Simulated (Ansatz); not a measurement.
# B2W: stress in a strained cell

Aim: deform B2W (zz strain of +1 %) and compute stress, forces and field gradients with LAPW, PAW and all-electron datasets made for the crystal.

Computed with Ansatz 0.2.0 (DFT LDA, scalar-relativistic, unless a step's input says otherwise).

### Step 1. Starting point

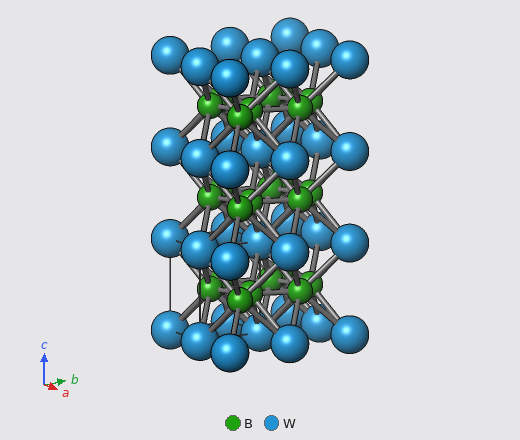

Start, viewed slightly off an axis; boron green, tungsten blue. 2×2×3 cells are drawn. Atoms on the faces are drawn again on the opposite ones.

Structure file:

```
B W
1.0
     3.02000    0.00000    0.00000
    -1.51000    2.61540    0.00000
     0.00000    0.00000    3.05000
B W
2 1
Direct
  0.33333 0.66667 0.50000
  0.66667 0.33333 0.50000
  0.00000 0.00000 0.00000
```

Atoms are numbered in the order of the input: B1, B2, W3.

### Step 2. The deformed structure

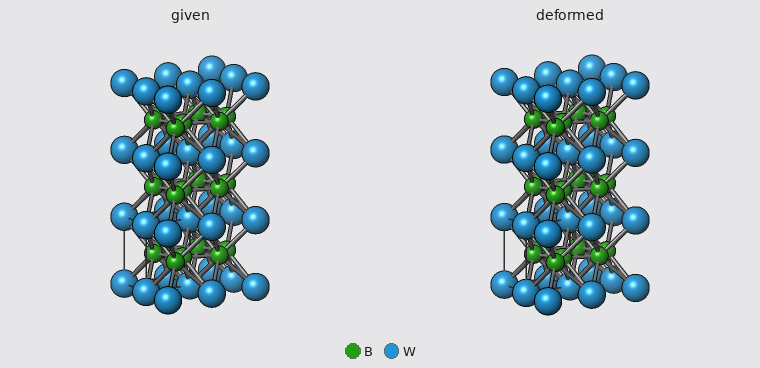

Given and deformed, at one scale.

Space group P6/mmm before, P6/mmm after.

### Step 3. Full-potential LAPW

Input file input.yaml:

```yaml
crystal:
  lattice:
    - [3.0200014205, 0.0, 0.0]
    - [-1.5100007103, 2.6153979496, 0.0]
    - [0.0, 0.0, 3.0805]
  atoms:
    - { symbol: B, position: [0.3333333333, 0.6666666667, 0.5] }
    - { symbol: B, position: [0.6666666667, 0.3333333333, 0.5] }
    - { symbol: W, position: [0.0, 0.0, 0.0] }
kpoints:
  mp_grid: { grid: [14, 14, 12] }
  band_path:
    path:
      - [0.0, 0.0, 0.0]
      - [0.5, 0.0, 0.0]
      - [0.3333333333, 0.3333333333, 0.0]
      - [0.0, 0.0, 0.0]
      - [0.0, 0.0, 0.5]
      - [0.5, 0.0, 0.5]
      - [0.3333333333, 0.3333333333, 0.5]
      - [0.0, 0.0, 0.5]
      - [0.5, 0.0, 0.5]
    npoints: 5
scf:
  occupations: { method: fermi_dirac, width: 0.05 }
hamiltonian:
  xc: lda
  pseudopotentials: { kind: all_electron, lapw: { basis_error: 0.0005 } }
output:
  forces: true
  stress: true
  eigenvalues: true
```

Command:

```
$ ansatz run input.yaml --threads 1 --pin off --max-ram 4096MiB --backend cpu --events-out ev --progress --plain --runs-dir out
```

Log, shortened:

```text
LAPW: plane waves up to 9.563 Å⁻¹, error target 5.0e-4 eV per atom; small_component_spin mean_spin; B in spheres of 0.872 Å, 5 of its electrons in bands, Dirac shells []; W in spheres of 1.310 Å, 44 of its electrons in bands, Dirac shells []
[...]
Pseudopotentials: kind: all_electron
Pseudopotential: B, LAPW, valence charge 5, Koelling and Harmon's equation, gaussian nucleus
Pseudopotential: W, LAPW, valence charge 44, Koelling and Harmon's equation, gaussian nucleus
Functional definition: SPW92
[...]
Crystal: 3 atoms, lattice volume = 24.331 Å³
Basis set: ecut = 348.39512411096075 eV, 363 PW (Γ), exchange–correlation at level 2
Bands: 33, of which v1, the nominal top of the filled ones, is band 27 counted from 1 (26 counted from 0)
Symmetry: 24 space group operations
Space group: P6/mmm (ITA 191), of the structure as read, at distance tolerance 2.9e-5 Å
k-points: 168 of 2352
[...]
SCF iter   1: F=—  HF=-440289.640301 eV  |F-HF|=—  |Δ(HF+E_count)|=         —  Δρ=1.07e-1  dr2=4.69e0  ethr=8.68e-3  ⟨swp⟩=2.0  Hψ=35713  notcnv=0
[...]
the basis was enlarged: its passes take 97.5 KiB over the memory plan, 1 of 1 planned eigensolver slots
[...]
SCF iter   8: F=-440287.889916 eV  HF=-440287.889916 eV  |F-HF|=9.02e-9  |Δ(HF+E_count)|=   1.82e-8  Δρ=7.99e-6  dr2=1.06e-8  ethr=1.28e-10  ⟨swp⟩=3.0  Hψ=16143  notcnv=0
[...]
NSCF: frozen V_eff on 41 k-points
SCF converged after 8 iterations
Free energy (F): -440287.889916 eV
[...]
E sigma→0 (E₀):  -440287.884185 eV
Entropy (-TS):   -0.011461 eV (-3.820 meV/atom)
Fermi energy:    26.780847 eV
[...]
--- Forces (eV/Å), atoms counted from 1 ---
  atom   1  B      0.00000000    -0.00000000     0.00000000
  atom   2  B     -0.00000000     0.00000000     0.00000000
  atom   3  W      0.00000000     0.00000000     0.00000000
[...]
--- Stress (GPa, compression-positive) ---
       13.214814       0.000000       0.000000
        0.000000      13.214814       0.000000
        0.000000       0.000000      26.876743
  P = ⅓ Tr σ = 17.7688 GPa (177.688 kbar)
--- Band table (eV; the first three rows and the last of 168) ---
[...]
```

Wall time 58 s (1 thread of Arm Neoverse V1, shared host); peak memory 0.65 GiB.

Read from it: pressure 17.77 GPa; no gap.

### Step 4. PAW with frozen cores

Input file input.yaml:

```yaml
crystal:
  lattice:
    - [3.0200014205, 0.0, 0.0]
    - [-1.5100007103, 2.6153979496, 0.0]
    - [0.0, 0.0, 3.0805]
  atoms:
    - { symbol: B, position: [0.3333333333, 0.6666666667, 0.5] }
    - { symbol: B, position: [0.6666666667, 0.3333333333, 0.5] }
    - { symbol: W, position: [0.0, 0.0, 0.0] }
kpoints:
  mp_grid: { grid: [14, 14, 12] }
scf:
  occupations: { method: fermi_dirac, width: 0.05 }
hamiltonian:
  xc: lda
  pseudopotentials: { kind: paw }
output:
  forces: true
  stress: true
  eigenvalues: true
  efg: { contact_densities: true }
  write_density: true
  write_potential: true
  elf: true
  volumetric_format: npy
```

Command:

```
$ ansatz run input.yaml --threads 1 --pin off --max-ram 4096MiB --backend cpu --events-out ev --progress --plain --runs-dir out
```

Log, shortened:

```text
W: output.efg is read without spin–orbit coupling, which moves field gradients at and beside such atoms by some per cent and up to a factor of two; PAW files take it under magnetization.noncollinear and magnetization.spin_orbit
[...]
Pseudopotentials: kind: paw
Pseudopotential: B, paw, valence charge 3, recommended cutoff 420 eV (normal)
Pseudopotential: W, paw, valence charge 14, recommended cutoff 420 eV (normal)
[... 1 set-up line as earlier in the session ...]
[...]
Crystal: 3 atoms, lattice volume = 24.331 Å³
Basis set: ecut = 420 eV, 479 PW (Γ)
Bands: 14, of which v1, the nominal top of the filled ones, is band 10 counted from 1 (9 counted from 0)
[... 2 set-up lines as earlier in the session ...]
k-points: 168 of 2352
[...]
--- Stress (GPa, compression-positive) ---
       13.354199       0.000000       0.000000
        0.000000      13.354199       0.000000
        0.000000       0.000000      27.080034
  P = ⅓ Tr σ = 17.9295 GPa (179.295 kbar)
--- PAW observables at the nuclei: V_zz in 10²¹ V/m², potentials from the cell's mean, atoms counted from 1 ---
  atom   1  B  V_zz =    +0.097603   η = 0.0000   by run symmetry: allowed
            electrostatic potential = -341.395772 V   contact ρ = 474.995992 e/Å³
  atom   2  B  V_zz =    +0.097603   η = 0.0000   by run symmetry: allowed
            electrostatic potential = -341.395772 V   contact ρ = 474.995992 e/Å³
  atom   3  W  V_zz =    +3.862198   η = 0.0000   by run symmetry: allowed
            electrostatic potential = -14818.834979 V   contact ρ = 8788575.610802 e/Å³
--- Band table (eV; the first three rows and the last of 168) ---
  k-point 0: bands = ["-52.7497", "-17.1267", "-16.8360", "-16.8360", "5.7979", "16.1927", "16.1927", "16.2027", "18.5394", "22.6722", "22.6722", "25.5090", "25.5090", "25.8923"]
[...]
```

Run time: 6.6 s. Hardware: 1 thread of Arm Neoverse V1, shared host; peak memory 0.39 GiB.

This run gives: pressure 17.93 GPa; no gap; Vzz B1 0.10 (η = 0.00), W3 3.86 (η = 0.00) (10²¹ V/m²).

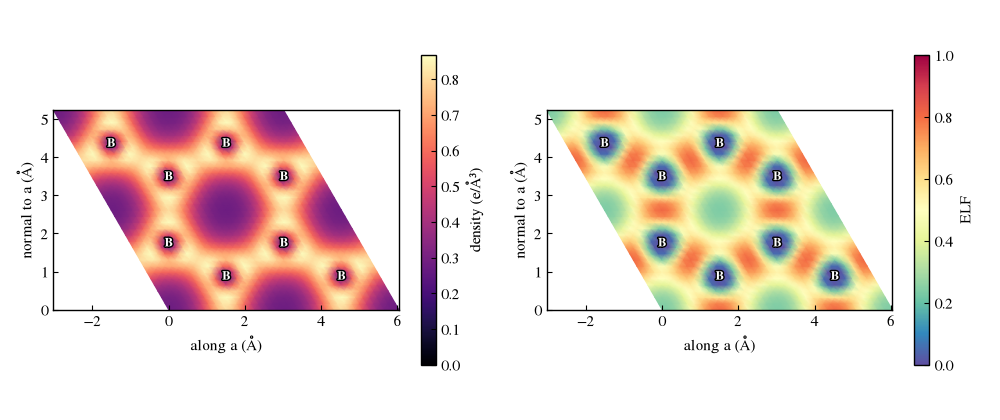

Density (left) and ELF (right) in a lattice plane of the grid's cell (edges 3.02 and 3.02 Å, at 0.500 of the third edge), which holds B. Only atoms in the plane are labelled. Both are smooth fields of the valence electrons: close to the nuclei they are not physical.

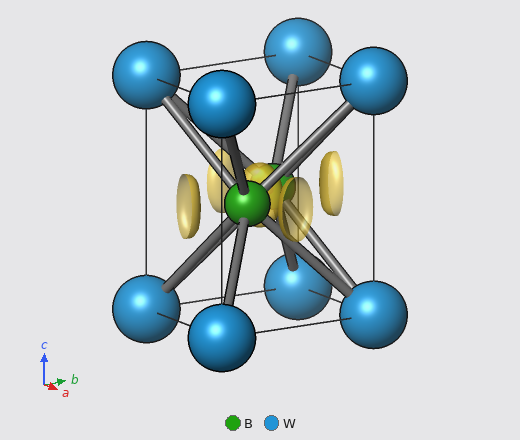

Surface of ELF = 0.75, drawn in one cell.

Outside the cores ELF peaks at 0.81 on the B–B line, 0.9 Å from B.

### Step 5. Datasets made for this crystal

Changes to input.yaml since step 4:

```diff
@@ -15,3 +15,3 @@
   xc: lda
-  pseudopotentials: { kind: paw }
+  pseudopotentials: { kind: all_electron, datasets: crystal }
 output:
@@ -21,5 +21 @@
   efg: { contact_densities: true }
-  write_density: true
-  write_potential: true
-  elf: true
-  volumetric_format: npy
```

Command:

```
$ ansatz run input.yaml --threads 1 --pin off --max-ram 4096MiB --backend cpu --events-out ev --progress --plain --runs-dir out
```

Log:

```text
hamiltonian.pseudopotentials.datasets: crystal makes datasets for this crystal and solves the spheres of its atoms anew in each pass: cutoff 400.0 eV, the density's 1600.0 eV; for an error of 0.50 meV an atom under PBE, 1.5 meV for the cell; an energy difference from a run of another recipe may be off by several times the error for the cell, under r2SCAN by more, where some 0.1 meV an atom stays at smaller errors; B in spheres of 0.868 Å, 3 of its electrons in bands; W in spheres of 1.376 Å, 6 of its electrons in bands, 22 on its site; only band paths and densities of states list, in semicore columns, the levels of the semicore shells that are solved separately: 4f of W, 5s of W, 5p of W
W: output.efg is read without spin–orbit coupling, which moves field gradients at and beside such atoms by some per cent and up to a factor of two; PAW files take it under magnetization.noncollinear and magnetization.spin_orbit
Engine: ansatz 0.2.0
[... 1 set-up line as earlier in the session ...]
Pseudopotential: B, paw, valence charge 3, recommended cutoff 400 eV (normal), Koelling and Harmon's equation, gaussian nucleus
Pseudopotential: W, paw, valence charge 28, recommended cutoff 400 eV (normal), Koelling and Harmon's equation, gaussian nucleus
[... 1 set-up line as earlier in the session ...]
  exchange = slater_x
  correlation = pw_c
Crystal: 3 atoms, lattice volume = 24.331 Å³
Basis set: ecut = 400 eV, 407 PW (Γ)
Bands: 10, of which v1, the nominal top of the filled ones, is band 6 counted from 1 (5 counted from 0)
[... 2 set-up lines as earlier in the session ...]
k-points: 168 of 2352
Non-local potential: B, projectors of the file, l = 0: 1, l = 1: 1
Non-local potential: W, projectors of the file, l = 0: 1, l = 1: 1, l = 2: 2
PAW form: soft (Blöchl's): semilocal exchange-correlation on the pseudo side does not see the compensation charge
PAW one-centre angular grid: B, 110 points (default); XC on its mesh's 1929 points in the sphere
PAW one-centre angular grid: W, 590 points (default); XC on its mesh's 1823 points in the sphere
Initial density: superposition of atomic densities (neutral atoms: chi_scale 0, normalization atom)
Initial wavefunctions: pseudopotential atomic-orbital guess
Functional: x = slater, c = lda
iter 1 solved again at ethr=9.06e-2 eV; its pass at ethr=1.00e-1 eV (dr2=1.09e1 eV) is discarded
SCF iter   1: F=—  HF=-440291.098731 eV  |F-HF|=—  |Δ(HF+E_count)|=         —  Δρ=1.70e-1  dr2=1.26e1  ethr=9.06e-2  ⟨swp⟩=2.0  Hψ=10161  notcnv=0
preconditioner: auto → none  [metal: Δε(μ)=0.018 eV  Ē_g=11.321 eV  σ=0.050 eV  W_gap=0.09  n_scr=8 (ndim 8)  ℏωp=26.1 eV  f_vac=0.000  D(μ)=0.75/eV (n_scr^D=2)  sad-step TF]
SCF iter   2: F=—  HF=-440288.383002 eV  |F-HF|=—  |Δ(HF+E_count)|=    2.72e0  Δρ=7.28e-2  dr2=2.27e0  ethr=9.06e-2  ⟨swp⟩=2.0  Hψ=3368  notcnv=0  defer=1
SCF iter   3: F=—  HF=-440288.023405 eV  |F-HF|=—  |Δ(HF+E_count)|=   3.60e-1  Δρ=3.59e-2  dr2=5.33e-1  ethr=1.90e-2  ⟨swp⟩=3.5  Hψ=5045  notcnv=0  defer=3
iter 4 solved again at ethr=1.78e-4 eV; its pass at ethr=4.45e-3 eV (dr2=2.13e-2 eV) is discarded
SCF iter   4: F=—  HF=-440287.898237 eV  |F-HF|=—  |Δ(HF+E_count)|=   1.25e-1  Δρ=7.77e-3  dr2=2.55e-2  ethr=1.78e-4  ⟨swp⟩=3.1  Hψ=8921  notcnv=0  defer=17
eigensolver tolerance schedule calibrated: the retry pair's looser diagonalisation under-reported the residual by θ = 0.17 (0.12/decade); ethr = c·dr2/N_el runs at the constant in force after the calibration composes with the one it found (an armed cap, an earlier calibration), c = 7.1e-2
SCF iter   5: F=—  HF=-440287.890428 eV  |F-HF|=—  |Δ(HF+E_count)|=   7.81e-3  Δρ=3.13e-3  dr2=3.58e-3  ethr=1.51e-4  ⟨swp⟩=2.4  Hψ=3397  notcnv=0  defer=30
SCF iter   6: F=—  HF=-440287.890358 eV  |F-HF|=—  |Δ(HF+E_count)|=   6.97e-5  Δρ=1.19e-3  dr2=3.90e-4  ethr=2.13e-5  ⟨swp⟩=3.2  Hψ=3627  notcnv=0  defer=8
SCF iter   7: F=—  HF=-440287.890232 eV  |F-HF|=—  |Δ(HF+E_count)|=   1.26e-4  Δρ=4.34e-4  dr2=6.74e-5  ethr=2.31e-6  ⟨swp⟩=3.0  Hψ=4661  notcnv=0  defer=3
SCF iter   8: F=—  HF=-440287.890212 eV  |F-HF|=—  |Δ(HF+E_count)|=   2.00e-5  Δρ=1.61e-4  dr2=1.02e-5  ethr=4.00e-7  ⟨swp⟩=2.1  Hψ=2782  notcnv=0  defer=3
SCF iter   9: F=—  HF=-440287.890210 eV  |F-HF|=—  |Δ(HF+E_count)|=   2.52e-6  Δρ=2.60e-5  dr2=2.32e-7  ethr=6.02e-8  ⟨swp⟩=3.1  Hψ=3586  notcnv=0  defer=2
SCF iter  10: F=-440287.890210 eV  HF=-440287.890210 eV  |F-HF|=6.83e-8  |Δ(HF+E_count)|=   4.40e-8  Δρ=1.40e-5  dr2=8.10e-8  ethr=1.37e-9  ⟨swp⟩=3.0  Hψ=3220  notcnv=0  defer=1
SCF 1 converged in 10 iterations: F = -440287.890213 eV  dr2 = 8.10e-8
  Residual-converged pass: ⟨swp⟩=4.4  Hψ=4545  notcnv=0  max |occ|·‖R‖ = 6.5e-6 eV (tolerance 6.5e-6 eV)  dr2=8.35e-8  dr2_onsite=2.05e-8  max |Δocc| = 9.8e-9
SCF converged after 10 iterations
Free energy (F): -440287.890213 eV
Harris-Foulkes:  -440287.890213 eV  (|F-HF|=6.83e-8)
Internal energy: -440287.878752 eV  (E = F + TS)
E sigma→0 (E₀):  -440287.884482 eV
Entropy (-TS):   -0.011461 eV (-3.820 meV/atom)
Past the cutoff: the bands carry plane waves up to 1.75 times it, of which those up to 1.5 times it add -0.000145 eV an atom, each by itself; the spheres take 0.000077 eV an atom off the energy for waves past 1.75 times it
By the cutoff:   a pressure is off by up to 0.007 GPa (1.2 times the spheres' own share and the shells' term, over an atom's volume, and 0.004 GPa: a bound that held against runs at twice the plane waves)
Past the cutoffs: a stress includes 0.0026 GPa for waves and charges beyond them, in addition to the slope of what the spheres take
In the spheres:  the bands' charges fall short by 1.3e-6 e at most (sound up to 1e-3), those of shells solved beside the bands by 3.0e-7 e (sound up to 5e-4)
Fermi energy:    26.780859 eV
--- Per-component energies (eV) ---
  The terms above E_closure are by the made datasets' own strengths, without shells solved beside the bands.
--- Forces (eV/Å), atoms counted from 1 ---
  atom   1  B      0.00000000    -0.00000000     0.00000000
  atom   2  B      0.00000000     0.00000000     0.00000000
  atom   3  W     -0.00000000     0.00000000     0.00000000
  max |Σ_I F_I| component: 5.55e-17 eV/Å
--- Stress (GPa, compression-positive) ---
       13.214733       0.000000       0.000000
        0.000000      13.214733       0.000000
        0.000000       0.000000      26.878171
  P = ⅓ Tr σ = 17.7692 GPa (177.692 kbar)
  It holds what live shells' own plane waves past their cutoff add
--- PAW observables at the nuclei: V_zz in 10²¹ V/m², potentials from the cell's mean, atoms counted from 1 ---
  atom   1  B  V_zz =    +0.128430   η = 0.0000   by run symmetry: allowed
            electrostatic potential = -339.352665 V   contact ρ = 475.024402 e/Å³
  atom   2  B  V_zz =    +0.128430   η = 0.0000   by run symmetry: allowed
            electrostatic potential = -339.352665 V   contact ρ = 475.024402 e/Å³
  atom   3  W  V_zz =    +4.491368   η = 0.0000   by run symmetry: allowed
            electrostatic potential = -14812.524651 V   contact ρ = 8783939.212137 e/Å³
--- Band table (eV; the first three rows and the last of 168) ---
  k-point 0: bands = ["10.2450", "20.6360", "20.6360", "20.6491", "22.9868", "27.1162", "27.1162", "29.9503", "29.9503", "30.3346"]
  k-point 1: bands = ["10.3867", "20.2872", "20.7328", "20.7328", "23.2696", "26.5090", "26.5090", "29.6188", "29.6188", "30.7123"]
  k-point 2: bands = ["10.7986", "19.4288", "21.0220", "21.0220", "23.9497", "25.4616", "25.4616", "28.7521", "28.7521", "30.6024"]
  k-point 167: bands = ["14.7713", "15.4411", "19.3791", "20.4670", "20.8494", "28.5374", "30.2620", "31.0277", "31.3684", "32.0452"]
  guard bands above this table: 0 of the run's 10 bands, where the rule asks 2: the bands that hold charge and the lowest empty level above them stay in the table. A level can be missing at the table's top as with no guard band: raise scf.n_extra_bands
```

Wall time 56 s (1 thread of Arm Neoverse V1, shared host); peak memory 1 GiB.

Read from it: pressure 17.77 GPa; no gap; Vzz B1 0.13 (η = 0.00), W3 4.49 (η = 0.00) (10²¹ V/m²).

### Step 6. Side by side

Stress (GPa, compression positive):

| method | xx | yy | zz | yz | xz | xy |
| --- | --- | --- | --- | --- | --- | --- |
| LAPW | 13.21 | 13.21 | 26.88 | 0.00 | 0.00 | 0.00 |
| PAW | 13.35 | 13.35 | 27.08 | 0.00 | 0.00 | 0.00 |
| crystal datasets | 13.21 | 13.21 | 26.88 | 0.00 | 0.00 | 0.00 |

```
          method  pressure (GPa)  Vzz B1 (10²¹ V/m²)  Vzz W3 (10²¹ V/m²)  SCF cycles, by the record's count
            LAPW           17.77                   –                   –                                  8
             PAW           17.93                0.10                3.86                                  6
crystal datasets           17.77                0.13                4.49                                 10
```

### Step 7. Outcome

| quantity | value |
| --- | --- |
| pressure | LAPW 17.77, PAW 17.93, crystal datasets 17.77 GPa |
| largest shear or deviatoric stress (LAPW) | 9.11 GPa |

The largest part of the stress beyond the pressure is 9.11 GPa in size, in the zz component; the atoms are carried along and not relaxed. No run of the undeformed cell stands beside it, so pressure and stress hold what the given cell had before the change, as far as its symmetry allows. PAW: stress within 0.21 GPa of LAPW. Crystal datasets: stress within 0.01 GPa of LAPW. Spin-orbit coupling is left out, though the cell holds W; in elements this heavy it can shift bands and gaps by tenths of an eV.
